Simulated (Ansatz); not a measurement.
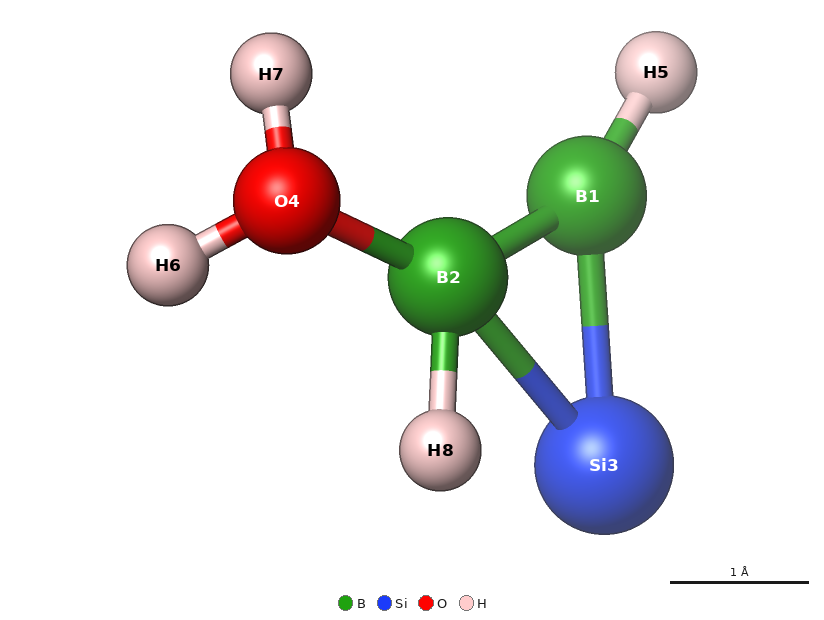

Orthographic view. Atoms fade into the background with distance from the viewer. The computed structure is the end point of a PBE-D4/def2-SVP optimisation. No frequency run is at hand to confirm it as a minimum.

Write a Z-matrix (Å, degrees) in the order of the atom numbers, with these reference atoms: 2 to 1; 3 to 1, 2; 4 to 2, 1, 3; 5 to 1, 2, 4; 6 to 4, 2, 1; 7 to 4, 6, 2; 8 to 2, 1, 5.

```
B  
B    1   1.547
Si   1   1.961   2    71.1
O    2   1.595   1   136.5   3  -172.5
H    1   1.206   2   154.0   4    -0.2
H    4   0.988   2   114.7   1   127.8
H    4   0.983   6   108.2   2   114.2
H    2   1.284   1   122.4   5   178.2
```
